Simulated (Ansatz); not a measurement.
**C2H6ClIn: single points with varied inputs**

How do the results and run time of C2H6ClIn respond when the settings are drawn wide?

Program: Ansatz 0.2.0, Gaussian basis. Level of theory: the settings change from run to run. These are calculated values, not measurements.

**1. The geometry**

The structure was relaxed beforehand with PBE0-D4 in a triple-zeta def2 set. In takes a core potential in def2 sets; no spin-orbit term is included.

SMILES `[CH3][In]([CH3])[Cl]`, 10 atoms, charge 0, spin multiplicity 1.

Atoms are counted from 1 here; the program's logs count them from 0.

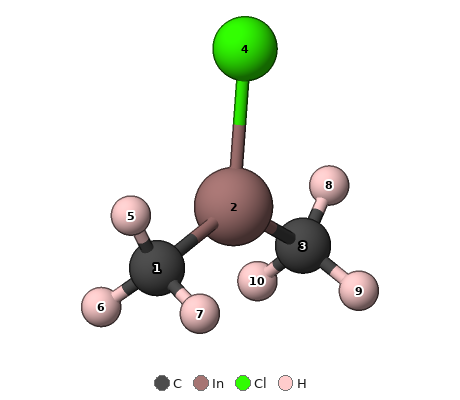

The structure; carbon dark grey, indium brown, chlorine green, hydrogen pink; atoms are numbered from 1 in the order of the file.

**2. wB97M-V/x2c-TZVPPall**

Options: atoms shaken by 0.15 Å.

File in.yaml:

```yaml
crystal:
  periodic: [false, false, false]
  atoms:
    - {symbol: C, position_ang: [-0.643068, 1.766575, -0.927999]}
    - {symbol: In, position_ang: [-0.278453, -0.250858, 0.036976]}
    - {symbol: C, position_ang: [0.828573, -1.498095, 1.105993]}
    - {symbol: Cl, position_ang: [-1.706537, -1.587253, -1.483011]}
    - {symbol: H, position_ang: [-1.288082, 2.024810, -1.501063]}
    - {symbol: H, position_ang: [-0.730411, 2.330288, -0.303884]}
    - {symbol: H, position_ang: [0.455088, 2.303754, -1.599772]}
    - {symbol: H, position_ang: [0.619432, -2.356084, 1.294696]}
    - {symbol: H, position_ang: [1.799159, -1.466050, 0.933533]}
    - {symbol: H, position_ang: [0.712863, -1.084282, 2.233518]}
basis:
  gaussian: {orbitals: x2c-TZVPPall}
hamiltonian: {xc: {name: wB97M-V}}
output: {forces: true}
```

The run is started by

```bash
ansatz run in.yaml --threads 4 --pin off --events-out ev --progress --plain --max-ram 10444MiB
```

Log (excerpt; [...] marks lines left out):

```text
Functional definition: wB97M-V
  name "wB97M-V"
  cite "Mardirossian & Head-Gordon, J. Chem. Phys. 144, 214110 (2016) doi:10.1063/1.4952647"
  cite "Becke, J. Chem. Phys. 107, 8554 (1997) doi:10.1063/1.475007"
  cite "Vydrov & Van Voorhis, J. Chem. Phys. 133, 244103 (2010) doi:10.1063/1.3521275"
  # Of w^i u^j: cxij and so on, Table III.
[...]
  gx(w, u) = 1 - cx + cx01*u + cx10*w
  gss(w, u) = css00 + css04*u^4 + css10*w + css20*w^2 + css43*w^4*u^3
  gos(w, u) = cos00 + cos10*w + (cos20 + cos21*u)*w^2 + (cos60 + cos61*u)*w^6
[...]
      + integral(e_c_pw_mod_opposite_spin*gos(b97_w_opposite, b97_u_opposite)) + vv10(b, c)
1659 factors; their error is unknown
324 factors; integrals over basis functions are off by at most 1.5e-5 eV
[...]
mean field -174749.69245701 eV, -6421.9327481993 hartree, gradient 5.1e-5 eV, S^2 0.000000; 0 other end points of the search recorded, 0 dependent functions left out
[...]
reference -174749.69251107 eV, -6421.9327501861 hartree; 42, 42 occupied and 206, 206 virtual orbitals, 1659 factors
Total energy: -174749.69251107 eV, -6421.9327501861 hartree
Relativity: scalar
Atom 0 at    -0.643068     1.766575    -0.927999 Å, force    13.034508   -11.884780    -6.339752 eV/Å
Atom 1 at    -0.278453    -0.250858     0.036976 Å, force    -2.234550     1.782766    -3.907953 eV/Å
Atom 2 at     0.828573    -1.498095     1.105993 Å, force    -0.444877     9.453373     3.799453 eV/Å
Atom 3 at    -1.706537    -1.587253    -1.483011 Å, force     0.343396     0.292015     0.599995 eV/Å
Atom 4 at    -1.288082     2.024810    -1.501063 Å, force    -8.305693     1.398546    -7.591516 eV/Å
Atom 5 at    -0.730411     2.330288    -0.303884 Å, force    -1.161136    11.370586    13.291372 eV/Å
Atom 6 at     0.455088     2.303754    -1.599772 Å, force    -3.043037    -2.088458     2.194751 eV/Å
Atom 7 at     0.619432    -2.356084     1.294696 Å, force    -3.268450   -10.428592     1.153419 eV/Å
Atom 8 at     1.799159    -1.466050     0.933533 Å, force     4.539131     0.548840    -0.984972 eV/Å
Atom 9 at     0.712863    -1.084282     2.233518 Å, force     0.540708    -0.444296    -2.214798 eV/Å
Dipole moment:     0.578956     0.465861     0.818219 e Å
```

It took 15 s on 4 threads of Arm Neoverse V1, shared host; peak memory 1.1 GiB.

Largest force 18.744 eV/Å, dipole 5.31 D.

**3. B2GP-PLYP/def2-mTZVP**

Options: density fitting with def2-universal-jkfit, a grid of angular degree 11.

File in.yaml:

```yaml
crystal:
  periodic: [false, false, false]
  atoms:
    - {symbol: C, position_ang: [-0.496116, 1.715753, -0.934687]}
    - {symbol: In, position_ang: [-0.270130, -0.281796, -0.211027]}
    - {symbol: C, position_ang: [0.893939, -1.340374, 1.234420]}
    - {symbol: Cl, position_ang: [-1.735591, -1.756147, -1.349393]}
    - {symbol: H, position_ang: [-1.314279, 1.741354, -1.652942]}
    - {symbol: H, position_ang: [-0.709156, 2.398551, -0.110982]}
    - {symbol: H, position_ang: [0.424059, 2.042616, -1.421903]}
    - {symbol: H, position_ang: [0.577619, -2.382317, 1.249031]}
    - {symbol: H, position_ang: [1.952652, -1.285853, 0.975632]}
    - {symbol: H, position_ang: [0.760204, -0.902887, 2.224850]}
basis:
  gaussian: {orbitals: def2-mTZVP, fitting: {mean_field: def2-universal-jkfit}, final_grid: {core_spheres: 5, valence_spheres: 4, degree: 11}}
hamiltonian: {xc: {name: B2GP-PLYP}}
output: {forces: true}
```

Same command.

Log (excerpt; [...] marks lines left out):

```text
Functional definition: B2GP-PLYP
  name "B2GP-PLYP"
  cite "Karton, Tarnopolsky, Lamère, Schatz & Martin, J. Phys. Chem. A 112, 12868 (2008) doi:10.1021/jp801805p"
  cite "Becke, Phys. Rev. A 38, 3098 (1988) doi:10.1103/PhysRevA.38.3098"
  cite "Lee, Yang & Parr, Phys. Rev. B 37, 785 (1988) doi:10.1103/PhysRevB.37.785"
[...]
604 factors; integrals over basis functions are off by at most 4.6e-1 eV
[...]
mean field -19846.56749933 eV, -729.3479031139 hartree, gradient 4.2e-6 eV, S^2 0.000000; 0 other end points of the search recorded, 0 dependent functions left out
11 core orbitals not correlated: weight in the atoms' cores, before any rotation towards them, 1.000 or more for the frozen orbitals, at most 0.000 for the correlated occupied ones
reference -19846.56759925 eV, -729.3479067856 hartree; 17, 17 occupied and 86, 86 virtual orbitals, 604 factors
[...]
Atom 0 at    -0.496116     1.715753    -0.934687 Å, force    -0.071670     0.195769    -0.106441 eV/Å
Atom 1 at    -0.270130    -0.281796    -0.211027 Å, force     0.096081     0.118393     0.104396 eV/Å
Atom 2 at     0.893939    -1.340374     1.234420 Å, force     0.087874    -0.177111     0.140119 eV/Å
Atom 3 at    -1.735591    -1.756147    -1.349393 Å, force    -0.203376    -0.212147    -0.170224 eV/Å
Atom 4 at    -1.314279     1.741354    -1.652942 Å, force     0.144821     0.055983     0.098724 eV/Å
Atom 5 at    -0.709156     2.398551    -0.110982 Å, force     0.028423    -0.043671    -0.108430 eV/Å
Atom 6 at     0.424059     2.042616    -1.421903 Å, force    -0.120101    -0.000778     0.035712 eV/Å
Atom 7 at     0.577619    -2.382317     1.249031 Å, force     0.099459     0.156741     0.039119 eV/Å
Atom 8 at     1.952652    -1.285853     0.975632 Å, force    -0.103580    -0.029270     0.058289 eV/Å
Atom 9 at     0.760204    -0.902887     2.224850 Å, force     0.042069    -0.063908    -0.091263 eV/Å
Dipole moment:     0.503999     0.505111     0.388682 e Å
```

It took 1.4 s on 4 threads of Arm Neoverse V1, shared host.

Largest force 0.340 eV/Å, dipole 3.90 D.

**4. B2GP-PLYP/ANO-RCC-VTZP**

Changes to in.yaml since step 3:

```diff
@@ -14,4 +14,3 @@
 basis:
-  gaussian: {orbitals: def2-mTZVP, fitting: {mean_field: def2-universal-jkfit}, final_grid: {core_spheres: 5, valence_spheres: 4, degree: 11}}
+  gaussian: {orbitals: ANO-RCC-VTZP}
 hamiltonian: {xc: {name: B2GP-PLYP}}
-output: {forces: true}
```

Same command.

Log (excerpt; [...] marks lines left out):

```text
Functional definition: B2GP-PLYP
  name "B2GP-PLYP"
  cite "Karton, Tarnopolsky, Lamère, Schatz & Martin, J. Phys. Chem. A 112, 12868 (2008) doi:10.1021/jp801805p"
  cite "Becke, Phys. Rev. A 38, 3098 (1988) doi:10.1103/PhysRevA.38.3098"
  cite "Lee, Yang & Parr, Phys. Rev. B 37, 785 (1988) doi:10.1103/PhysRevB.37.785"
[...]
1589 factors; integrals over basis functions are off by at most 1.1e-3 eV
[...]
mean field -174724.71709854 eV, -6421.0149207044 hartree, gradient 4.1e-6 eV, S^2 0.000000; 0 other end points of the search recorded, 0 dependent functions left out
25 core orbitals not correlated: weight in the atoms' cores, before any rotation towards them, 1.000 or more for the frozen orbitals, at most 0.000 for the correlated occupied ones
reference -174724.71725873 eV, -6421.0149265913 hartree; 17, 17 occupied and 204, 204 virtual orbitals, 1589 factors
second order -32.35574376 eV of doubles, -0.00000000 eV of singles
Total energy: -174736.36532648 eV, -6421.4429851858 hartree
Relativity: scalar
```

Wall time 19 s (4 threads of Arm Neoverse V1, shared host); peak memory 0.91 GiB.

**5. LC-wPBE/def2-SVPD**

Options: relativity set to none, high accuracy, the search for lower states set to off.

Changes to in.yaml since step 4:

```diff
@@ -14,3 +14,6 @@
 basis:
-  gaussian: {orbitals: ANO-RCC-VTZP}
-hamiltonian: {xc: {name: B2GP-PLYP}}
+  gaussian: {orbitals: def2-SVPD}
+hamiltonian: {xc: {name: LC-wPBE}, pseudopotentials: {relativity: none}}
+accuracy: high
+scf: {lower_state_search: off}
+output: {forces: true}
```

Launched as before.

Log (excerpt; [...] marks lines left out):

```text
Functional definition: LC-wPBE
  name "LC-wPBE"
  cite "Vydrov & Scuseria, J. Chem. Phys. 125, 234109 (2006) doi:10.1063/1.2409292"
  cite "Heyd & Scuseria, J. Chem. Phys. 120, 7274 (2004) doi:10.1063/1.1668634"
  cite "Ernzerhof & Perdew, J. Chem. Phys. 109, 3313 (1998) doi:10.1063/1.476928"
  cite "Perdew, Burke & Ernzerhof, Phys. Rev. Lett. 77, 3865 (1996) doi:10.1103/PhysRevLett.77.3865"
  parent pbe
[...]
3077 factors; integrals over basis functions are off by at most 3.6e-9 eV
938 factors; integrals over basis functions are off by at most 2.3e-9 eV
[...]
mean field -19860.72060238 eV, -729.8680200574 hartree, gradient 6.9e-8 eV, S^2 0.000000; 0 other end points of the search recorded, 0 dependent functions left out
[...]
reference -19860.72060238 eV, -729.8680200574 hartree; 28, 28 occupied and 119, 119 virtual orbitals, 3077 factors
[...]
Atom 1 at    -0.270130    -0.281796    -0.211027 Å, force     0.167644     0.170145     0.132250 eV/Å
Atom 2 at     0.893939    -1.340374     1.234420 Å, force    -0.304790     0.337020    -0.396215 eV/Å
Atom 3 at    -1.735591    -1.756147    -1.349393 Å, force    -0.103181    -0.104527    -0.081206 eV/Å
Atom 4 at    -1.314279     1.741354    -1.652942 Å, force    -0.179606     0.047446    -0.168150 eV/Å
Atom 5 at    -0.709156     2.398551    -0.110982 Å, force    -0.050563     0.183857     0.151441 eV/Å
Atom 6 at     0.424059     2.042616    -1.421903 Å, force     0.178937     0.109603    -0.116343 eV/Å
Atom 7 at     0.577619    -2.382317     1.249031 Å, force    -0.043301    -0.244502     0.033676 eV/Å
Atom 8 at     1.952652    -1.285853     0.975632 Å, force     0.238988    -0.014686    -0.021137 eV/Å
Atom 9 at     0.760204    -0.902887     2.224850 Å, force    -0.002516     0.063703     0.234622 eV/Å
Dipole moment:     0.511560     0.513813     0.396162 e Å
Checks for a lower state left out: stability, starts, cluster_reference, orbital_swaps, neighbouring_geometries, increment
```

It took 7 s on 4 threads of Arm Neoverse V1, shared host; peak memory 0.6 GiB.

Largest force 0.603 eV/Å, dipole 3.97 D.

**6. wPBEh/def2-TZVPP**

This run has multiplicity 3, restricted open-shell orbitals, density fitting with def2-universal-jkfit, the search for lower states set to off.

Changes to in.yaml since step 5:

```diff
@@ -14,5 +14,5 @@
 basis:
-  gaussian: {orbitals: def2-SVPD}
-hamiltonian: {xc: {name: LC-wPBE}, pseudopotentials: {relativity: none}}
-accuracy: high
+  gaussian: {orbitals: def2-TZVPP, fitting: {mean_field: def2-universal-jkfit}}
+magnetization: {spin_polarized: false, initial_magnetization: 2}
+hamiltonian: {xc: {name: wPBEh}}
 scf: {lower_state_search: off}
```

Same command.

Log (excerpt; [...] marks lines left out):

```text
Functional definition: wPBEh
  name "wPBEh"
  cite "Heyd, Scuseria & Ernzerhof, J. Chem. Phys. 118, 8207 (2003) doi:10.1063/1.1564060"
  cite "Krukau, Vydrov, Izmaylov & Scuseria, J. Chem. Phys. 125, 224106 (2006) doi:10.1063/1.2404663"
  cite "Heyd & Scuseria, J. Chem. Phys. 120, 7274 (2004) doi:10.1063/1.1668634"
  cite "Ernzerhof & Perdew, J. Chem. Phys. 109, 3313 (1998) doi:10.1063/1.476928"
  cite "Perdew, Burke & Ernzerhof, Phys. Rev. Lett. 77, 3865 (1996) doi:10.1103/PhysRevLett.77.3865"
  parent pbe
[...]
604 factors; integrals over basis functions are off by at most 1.4e0 eV
604 factors; integrals over basis functions are off by at most 1.9e-7 eV
[...]
mean field -19860.24916304 eV, -729.8506949814 hartree, gradient 3.4e-6 eV, S^2 2.000000; 0 other end points of the search recorded, 0 dependent functions left out
[...]
Atom 1 at    -0.270130    -0.281796    -0.211027 Å, force    -0.664101    -0.604211    -0.425104 eV/Å
Atom 2 at     0.893939    -1.340374     1.234420 Å, force     1.488369    -0.543384     1.540323 eV/Å
Atom 3 at    -1.735591    -1.756147    -1.349393 Å, force    -0.173811    -0.183167    -0.146965 eV/Å
Atom 4 at    -1.314279     1.741354    -1.652942 Å, force    -0.063687    -0.516536     0.114744 eV/Å
Atom 5 at    -0.709156     2.398551    -0.110982 Å, force    -0.048561    -0.346237     0.119150 eV/Å
Atom 6 at     0.424059     2.042616    -1.421903 Å, force     0.005922    -0.343980     0.060460 eV/Å
Atom 7 at     0.577619    -2.382317     1.249031 Å, force    -0.358934     0.145430    -0.366333 eV/Å
Atom 8 at     1.952652    -1.285853     0.975632 Å, force    -0.198683     0.109350    -0.268205 eV/Å
Atom 9 at     0.760204    -0.902887     2.224850 Å, force    -0.261627     0.128958    -0.223409 eV/Å
Dipole moment:     0.457182     0.447365     0.337289 e Å
Checks for a lower state left out: stability, starts, cluster_reference, orbital_swaps, neighbouring_geometries, increment
```

Wall time 3.8 s (4 threads of Arm Neoverse V1, shared host); peak memory 0.53 GiB.

Largest force 2.210 eV/Å, dipole 3.47 D.

**7. CCSD(T)/STO-3G**

Options: atoms shaken by 0.03 Å, a grid of angular degree 23, the search for lower states set to full.

File in.yaml:

```yaml
crystal:
  periodic: [false, false, false]
  atoms:
    - {symbol: C, position_ang: [-0.484387, 1.747812, -0.940223]}
    - {symbol: In, position_ang: [-0.280220, -0.292134, -0.240950]}
    - {symbol: C, position_ang: [0.923378, -1.339115, 1.244960]}
    - {symbol: Cl, position_ang: [-1.731100, -1.744314, -1.330911]}
    - {symbol: H, position_ang: [-1.266685, 1.691307, -1.667249]}
    - {symbol: H, position_ang: [-0.711923, 2.420834, -0.064529]}
    - {symbol: H, position_ang: [0.474965, 2.047771, -1.464581]}
    - {symbol: H, position_ang: [0.582133, -2.348083, 1.249014]}
    - {symbol: H, position_ang: [1.934647, -1.235578, 0.982955]}
    - {symbol: H, position_ang: [0.749683, -0.969166, 2.197158]}
basis:
  gaussian: {orbitals: STO-3G, final_grid: {core_spheres: 8, valence_spheres: 7, degree: 23}}
hamiltonian: {xc: {name: HF}}
correlation: {method: ccsd_t}
scf: {lower_state_search: full}
```

Launched as before.

Log (excerpt; [...] marks lines left out):

```text
Functional definition: HF
  name "HF"
  cite "Fock, Z. Phys. 61, 126 (1930) doi:10.1007/BF01340294"
  parent pbe
[...]
683 factors; integrals over basis functions are off by at most 6.3e-5 eV
[...]
mean field -169142.30310423 eV, -6215.8649903097 hartree, gradient 3.0e-6 eV, S^2 0.000000; 0 other end points of the search recorded, 0 dependent functions left out
25 core orbitals not correlated: weight in the atoms' cores, before any rotation towards them, 1.000 or more for the frozen orbitals, at most 0.000 for the correlated occupied ones
reference -169142.30310423 eV, -6215.8649903097 hartree; 17, 17 occupied and 10, 10 virtual orbitals, 683 factors
second order -3.64760404 eV of doubles, -0.00000000 eV of singles
cycle   1  -4.39336246 eV  change   -7.5e-1 eV  update   7.0e-2
[...]
cycle   8  -4.79685961 eV  change    6.5e-6 eV  update   1.6e-5
perturbative correction -0.04356084 eV, -0.0016008314 hartree
Total energy: -169147.14352468 eV, -6216.0428724803 hartree
```

Wall time 0.5 s (4 threads of Arm Neoverse V1, shared host).

T1 0.006.

**8. SVWN5/def2-SVP**

Options: charge +1, multiplicity 2, coordinates scaled by 1.05, high accuracy.

File in.yaml:

```yaml
crystal:
  periodic: [false, false, false]
  atoms:
    - {symbol: C, position_ang: [-0.520922, 1.801540, -0.981421]}
    - {symbol: In, position_ang: [-0.283637, -0.295886, -0.221579]}
    - {symbol: C, position_ang: [0.938636, -1.407393, 1.296141]}
    - {symbol: Cl, position_ang: [-1.822370, -1.843954, -1.416862]}
    - {symbol: H, position_ang: [-1.379993, 1.828421, -1.735589]}
    - {symbol: H, position_ang: [-0.744614, 2.518479, -0.116532]}
    - {symbol: H, position_ang: [0.445262, 2.144747, -1.492998]}
    - {symbol: H, position_ang: [0.606500, -2.501433, 1.311483]}
    - {symbol: H, position_ang: [2.050285, -1.350146, 1.024414]}
    - {symbol: H, position_ang: [0.798214, -0.948032, 2.336093]}
basis:
  gaussian: {orbitals: def2-SVP}
total_charge: 1
magnetization: {spin_polarized: true, initial_magnetization: 1}
hamiltonian: {xc: {name: SVWN5}}
accuracy: high
```

Same command.

Log:

```text
Functional definition: SVWN5
  name "SVWN5"
  cite "Dirac, Proc. Camb. Phil. Soc. 26, 376 (1930) doi:10.1017/S0305004100016108"
  cite "Slater, Phys. Rev. 81, 385 (1951) doi:10.1103/PhysRev.81.385"
  cite "Vosko, Wilk & Nusair, Can. J. Phys. 58, 1200 (1980) doi:10.1139/p80-159"
  exchange = slater_x
  correlation = vwn5_c
2439 factors; integrals over basis functions are off by at most 4.4e-8 eV
mean field evaluation 1: about -19758.7863 eV, gradient 6.8e1 eV
mean field evaluation 2: about -19677.9460 eV, gradient 1.1e2 eV
mean field evaluation 4: about -19778.9300 eV, gradient 2.7e1 eV
mean field evaluation 8: about -19784.7148 eV, gradient 1.5e0 eV
mean field evaluation 16: about -19784.7273 eV, gradient 1.2e-3 eV
mean field evaluation 32: about -19784.6064 eV, gradient 3.7e0 eV
mean field -19784.72729101 eV, -727.0753173748 hartree, gradient 4.9e-8 eV, S^2 0.752234; 5 other end points of the search recorded, 0 dependent functions left out
reference -19784.72729555 eV, -727.0753175416 hartree; 28, 27 occupied and 74, 75 virtual orbitals, 2439 factors
Total energy: -19784.72729555 eV, -727.0753175416 hartree
```

Wall time 3.8 s (4 threads of Arm Neoverse V1, shared host).

⟨S²⟩ 0.752.

**9. All runs side by side**

```
                 level  charge  multiplicity  geometry  functions  energy (eV)   time
  wB97M-V/x2c-TZVPPall       0             1    shaken        248  -174749.693   15 s
  B2GP-PLYP/def2-mTZVP       0             1   relaxed        114   -19852.675  1.4 s
B2GP-PLYP/ANO-RCC-VTZP       0             1   relaxed        246  -174736.365   19 s
     LC-wPBE/def2-SVPD       0             1   relaxed        147   -19860.721    7 s
      wPBEh/def2-TZVPP       0             3   relaxed        238   -19860.249  3.8 s
        CCSD(T)/STO-3G       0             1    shaken         52  -169147.144  0.5 s
        SVWN5/def2-SVP       1             2    scaled        102   -19784.727  3.8 s
```

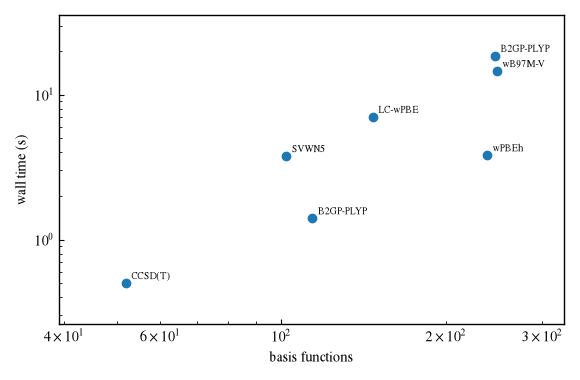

Wall time against the number of basis functions (shared host).

**10. Results**

| quantity | value |
| --- | --- |
| runs | 7 |
| quickest | CCSD(T)/STO-3G, 0.5 s |
| slowest | B2GP-PLYP/ANO-RCC-VTZP, 19 s |
| spread of total energies, same state and geometry | 154883.7 eV |
| dipole, same state and geometry | 3.90 to 3.97 D |

In words: B2GP-PLYP/ANO-RCC-VTZP took 37 times as long as CCSD(T)/STO-3G. The jobs differ in tasks and options as well as level. Total energies at one charge and spin differ by 154884 eV between levels, so only differences within one level mean anything. Some of these runs are scalar-relativistic and others not, which shifts the totals of all-electron atoms past neon by eV; core potentials, where a basis has them, take the core out of the total altogether. At the PBE0-D4/def2-TZVP geometry and in the same state, runs without warnings or point charges leave forces up to 0.60 eV/Å (LC-wPBE/def2-SVPD), against 18.7 eV/Å where the atoms were moved.
